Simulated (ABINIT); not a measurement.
# Quasiparticle gap of SiC (F-43m) in ABINIT

How does a plane-wave GW calculation on SiC (F-43m) run from the first input to the gap?

Program: ABINIT 10.8.3. Level of theory: PBE and many-body steps on it, plane waves. Results are calculated unless marked as measured.

**The experiments to reproduce.**

- Gap 2.4 eV: Tauc optical (indirect) gap of annealed polycrystalline 3C-SiC; UV-VIS spectroscopic ellipsometry, Tauc analysis; film (CVD ultrathin polycrystalline film, annealed, about 5 nm grains) (“On-Demand CMOS-Compatible Fabrication of Ultrathin Self-Aligned SiC Nanowire Arrays”, 2018, pmc:6267454).

- Gap 2.39 eV: band gap at cryogenic temperature; bulk crystal (literature value) (quoted in “Silicon carbide diodes for neutron detection”, 2020, arxiv:2009.14696).

## Step 1: Set-up

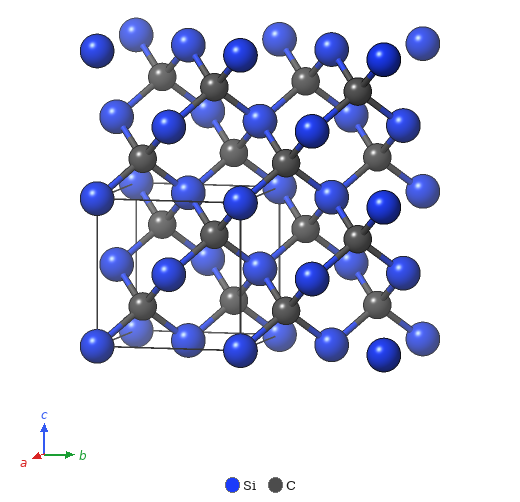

Start, viewed slightly off an axis; silicon blue, carbon dark grey. 1×2×2 cells are drawn. This picture shows the conventional cell, with its axes. Bonds to atoms that aren't drawn are left out. Some periodic images of atoms are drawn too.

Coordinates:

```cif
data_structure
_symmetry_space_group_name_H-M 'F-43m'
_symmetry_Int_Tables_number 216
_cell_length_a 4.3580
_cell_length_b 4.3580
_cell_length_c 4.3580
_cell_angle_alpha 90.000
_cell_angle_beta 90.000
_cell_angle_gamma 90.000
_cell_volume 82.77
loop_
_atom_site_label
_atom_site_type_symbol
_atom_site_symmetry_multiplicity
_atom_site_Wyckoff_symbol
_atom_site_fract_x
_atom_site_fract_y
_atom_site_fract_z
_atom_site_occupancy
Si1 Si 4 a 0.00000 0.00000 0.00000 1
C1 C 4 d 0.25000 0.25000 0.75000 1
```

The cell and positions come from the Crystallography Open Database and are kept as given unless a step says otherwise.

## Step 2: Ground state

This step: ABINIT 10.8.3; DFT, PBE, plane waves, norm-conserving pseudopotentials.

The ground-state density comes first.

The input, run.abi:

```
acell 3*1.0 Angstrom
rprim 
  -0.000000000000 2.179000000000 2.179000000000
  2.179000000000 0.000000000000 2.179000000000
  2.179000000000 2.179000000000 -0.000000000000
ntypat 2
znucl 14 6
natom 2
typat 1 2
xred 
  0.000000000000 0.000000000000 0.000000000000
  0.250000000000 0.250000000000 0.250000000000
pp_dirpath "pseudos"
pseudos "Si.upf, C.upf"
ecut 37
ngkpt 8 8 8
nshiftk 1
shiftk 0 0 0
kptopt 1
chksymbreak 0
nband 9
occopt 1
tolvrs 1e-10
nstep 60
prtwf 0
optforces 0
optstress 0
indata_prefix "in"
outdata_prefix "out"
tmpdata_prefix "tmp"
```

Launch:

```sh
OMP_NUM_THREADS=1 mpirun -n 4 abinit run.abi > log
```

Numbers of over 12 decimals in the logs are rounded to 6 here.

Output:

```text
.Version 10.8.3 of ABINIT. v10.8.2 released Aug 2026.

 Symmetries : space group F-4 3 m (#216); Bravais cF (face-center cubic)
================================================================================
 Values of the parameters that define the memory need of the present run
     intxc =       0    ionmov =       0      iscf =       7    lmnmax =       6
     lnmax =       6     mgfft =      32  mpssoang =       3    mqgrid =    3001
     natom =       2  nloc_mem =       1    nspden =       1   nspinor =       1
    nsppol =       1      nsym =      24    n1xccc =    2501    ntypat =       2
    occopt =       1   xclevel =       2
-    mband =           9        mffmem =           1         mkmem =           8
       mpw =        1514          nfft =       32768          nkpt =          29
================================================================================
  Rough estimation (10% accuracy) of disk space for files :
================================================================================

--------------------------------------------------------------------------------
------------- Echo of variables that govern the present computation ------------
--------------------------------------------------------------------------------
 -outvars: echo values of preprocessed input variables --------
            acell      1.8897261259E+00  1.8897261259E+00  1.8897261259E+00 Bohr

      chksymbreak           0
             ecut      3.70000000E+01 Hartree
-          fftalg         312

              ixc     -101130
              kpt      0.00000000E+00  0.00000000E+00  0.00000000E+00
                       1.25000000E-01  0.00000000E+00  0.00000000E+00
                       2.50000000E-01  0.00000000E+00  0.00000000E+00
                       3.75000000E-01  0.00000000E+00  0.00000000E+00
                       5.00000000E-01  0.00000000E+00  0.00000000E+00
                       1.25000000E-01  1.25000000E-01  0.00000000E+00
                       2.50000000E-01  1.25000000E-01  0.00000000E+00
                       3.75000000E-01  1.25000000E-01  0.00000000E+00
                       5.00000000E-01  1.25000000E-01  0.00000000E+00
   [... 18 further rows ...]
                      -3.75000000E-01  5.00000000E-01  1.25000000E-01
                      -2.50000000E-01  5.00000000E-01  2.50000000E-01
         kptrlatt        8    0    0      0    8    0      0    0    8
          kptrlen      4.65866071E+01
P           mkmem           8
            natom           2
            nband           9
            ngfft          32      32      32
             nkpt          29
            nstep          60
             nsym          24
           ntypat           2
              occ      2.000000  2.000000  2.000000  2.000000  0.000000  0.000000
[...]
optforces           0
        optstress           0
            prtwf           0
            rprim     -0.0000000000E+00  2.1790000000E+00  2.1790000000E+00
[...]
spgroup         216

           tolvrs      1.00000000E-10

             xred      0.0000000000E+00  0.0000000000E+00  0.0000000000E+00
[...]
znucl       14.00000    6.00000

================================================================================

 chkinp: Checking input parameters for consistency.

================================================================================
== DATASET  1 ==================================================================
-   mpi_nproc: 4, omp_nthreads: 1 (-1 if OMP is not activated)

--- !DatasetInfo
iteration_state: {dtset: 1, }
dimensions: {natom: 2, nkpt: 29, mband: 9, nsppol: 1, nspinor: 1, nspden: 1, mpw: 1514, }
cutoff_energies: {ecut:  37.0, pawecutdg:  -1.0, }
electrons: {nelect:   8.00000000E+00, charge:   0.00000000E+00, occopt:   1.00000000E+00, tsmear:   1.00000000E-02, }

 Real(R)+Recip(G) space primitive vectors, cartesian coordinates (Bohr,Bohr^-1):
 R(1)=  0.0000000  4.1177132  4.1177132  G(1)= -0.1214266  0.1214266  0.1214266
 R(2)=  4.1177132  0.0000000  4.1177132  G(2)=  0.1214266 -0.1214266  0.1214266
 R(3)=  4.1177132  4.1177132  0.0000000  G(3)=  0.1214266  0.1214266 -0.1214266
 Unit cell volume ucvol=  1.3963629E+02 bohr^3
 Angles (23,13,12)=  6.00000000E+01  6.00000000E+01  6.00000000E+01 degrees

 getcut: wavevector=  0.0000  0.0000  0.0000  ngfft=  32  32  32
         ecut(hartree)=     37.000   => boxcut(ratio)=   2.00684

--- Pseudopotential description ------------------------------------------------
- Si Generated using ONCVPSP code by D. R. Hamann
- 14.00000   4.00000  171031                  znucl, zion, pspdat
12 -101130 2 -1 1510                          pspcod,pspxc,lmax,lloc,mmax
     nproj     2     2     2
  pspatm : epsatm=    9.34321561
         --- l  ekb(1:nproj) -->
[...]
pspatm: atomic psp has been read  and splines computed

- C Generated using ONCVPSP code by D. R. Hamann
-  6.00000   4.00000  171031                  znucl, zion, pspdat
12 -101130 1 -1 1248                          pspcod,pspxc,lmax,lloc,mmax
     nproj     2     2     0
  pspatm : epsatm=    4.31346680
         --- l  ekb(1:nproj) -->
[...]
1   -4.199961   -0.877517
 pspatm: atomic psp has been read  and splines computed

   1.09253459E+02                                ecore*ucvol(ha*bohr**3)
--------------------------------------------------------------------------------

_setup2: Arith. and geom. avg. npw (full set) are    1500.803    1500.779

================================================================================

--- !BeginCycle
iteration_state: {dtset: 1, }
solver: {iscf: 7, nstep: 60, nline: 4, wfoptalg: 0, }
tolerances: {tolvrs: 1.00E-10, }

     iter   Etot(hartree)      deltaE(h)  residm     vres2
 ETOT  1  -10.168909568532    -1.017E+01 1.492E-01 3.560E+02
 ETOT  2  -10.231491617092    -6.258E-02 4.611E-03 1.493E+02
 ETOT  3  -10.269767516249    -3.828E-02 1.428E-01 1.358E-01
 ETOT  4  -10.269786963279    -1.945E-05 4.462E-02 3.686E-03
 ETOT  5  -10.269787210627    -2.473E-07 7.191E-05 1.612E-04
 ETOT  6  -10.269787226936    -1.631E-08 1.202E-03 9.974E-07
 ETOT  7  -10.269787227057    -1.216E-10 5.882E-03 9.720E-09
 ETOT  8  -10.269787227058    -9.273E-13 2.099E-03 2.203E-10
 ETOT  9  -10.269787227058    -6.573E-14 3.861E-03 3.480E-12

 At SCF step    9       vres2   =  3.48E-12 < tolvrs=  1.00E-10 =>converged.

--- !ResultsGS
iteration_state: {dtset: 1, }
comment   : Summary of ground state results
lattice_vectors:
- [ -0.0000000,   4.1177132,   4.1177132, ]
- [  4.1177132,   0.0000000,   4.1177132, ]
- [  4.1177132,   4.1177132,  -0.0000000, ]
lattice_lengths: [   5.82333,    5.82333,    5.82333, ]
lattice_angles: [ 60.000,  60.000,  60.000, ] # degrees, (23, 13, 12)
lattice_volume:   1.3963629E+02
convergence: {deltae: -6.573E-14, res2:  3.480E-12, residm:  3.861E-03, diffor:  0.000E+00, }
etotal    :  -1.02697872E+01
entropy   :   0.00000000E+00
fermie    :   2.51183540E-01
cartesian_stress_tensor: null
pressure_GPa: null
xred      :
- [  0.0000E+00,   0.0000E+00,   0.0000E+00, Si]
- [  2.5000E-01,   2.5000E-01,   2.5000E-01,  C]
cartesian_forces: null
force_length_stats: {min: null, max: null, mean: null, }

 Integrated electronic density in atomic spheres:
 ------------------------------------------------
 Atom  Sphere_radius  Integrated_density
    1        2.00000          1.92719290
    2        2.00000          4.23371404
================================================================================

 ----iterations are completed or convergence reached----

 Mean square residual over all n,k,spin=   14.795E-06; max=  38.608E-04
 reduced coordinates (array xred) for    2 atoms
       0.000000000000      0.000000000000      0.000000000000
       0.250000000000      0.250000000000      0.250000000000
 rms dE/dt=  0.0000E+00; max dE/dt=  0.0000E+00; dE/dt below (all hartree)
    1       0.000000000000      0.000000000000      0.000000000000
    2       0.000000000000      0.000000000000      0.000000000000

 cartesian coordinates (angstrom) at end:
    1      0.000000     0.000000     0.000000
    2      1.089500     1.089500     1.089500
 length scales=  1.889726125908  1.889726125908  1.889726125908 bohr
              =  1.000000000000  1.000000000000  1.000000000000 angstroms
 prteigrs : about to open file out_EIG
 Fermi (or HOMO) energy (hartree) =   0.25118   Average Vxc (hartree)=  -0.41495
 Eigenvalues (hartree) for nkpt=  29  k points:
 kpt#   1, nband=  9, wtk=  0.00195, kpt=  0.0000  0.0000  0.0000 (reduced coord)
  -0.31511    0.25118    0.25118    0.25118    0.47989    0.51987    0.51987    0.51987
   0.78510
 prteigrs : prtvol=0 or 1, do not print more k-points.

--- !EnergyTerms
iteration_state     : {dtset: 1, }
comment             : Components of total free energy in Hartree
kinetic             :  5.89032805913899E+00
hartree             :  1.16700143504614E+00
xc                  : -3.77898474893223E+00
Ewald energy        : -1.04656108775139E+01
psp_core            :  7.82414532507906E-01
local_psp           : -4.12559242220300E+00
non_local_psp       :  2.60656794897949E-01
total_energy        : -1.02697872270581E+01
total_energy_eV     : -2.79455146899521E+02
band_energy         :  2.75566795094553E-01

== END DATASET(S) ==============================================================
================================================================================

 -outvars: echo values of variables after computation  --------
           etotal     -1.0269787227E+01
            nband           9
             nkpt          29
          spgroup         216
 [... the other variables as echoed above ...]

 Calculation completed.
```

The job ended after 4.8 s (4 MPI ranks of Intel Xeon Platinum 8375C at 2.90GHz (Ice Lake), shared host; peak memory 0.28 GiB).

Numbers from this step:

```yaml
total_energy: -279.4551 eV
gap: 1.361 eV
k_of_the_valence_top: 0, 0, 0
k_of_the_conduction_bottom: 0.5, 0.5, 0
least_direct_gap: 4.553 eV
```

The gap is indirect, with the least direct gap 3.19 eV higher.

[end of part 1 of 3]

[Paths, hosts, dates, memory and timing lines, banners, echoed tables and standing remarks are left out of the program output.]

[Logs are printed without paths, hosts, clocks, repeated set-up lines and the standing remarks that a program may print on its own settings, such as how far it seeks lower states.]

[Runs of the session that timed out or met a known fault of the program may be left out.]

[Hosts, paths, dates, database ids (printed as entryN), source tags and the programs' standing remarks are cut or masked in the printed files.]

[G0W0 gaps are taken among the corrected bands and points alone; a level outside them can change the order at an edge.]

[Where Ansatz stands beside ABINIT at settings called matched, ABINIT's density can come from a denser mesh and the files from another edition; pairs whose starting gaps differed by over 0.03 eV were left out, so agreement reads better than it is.]
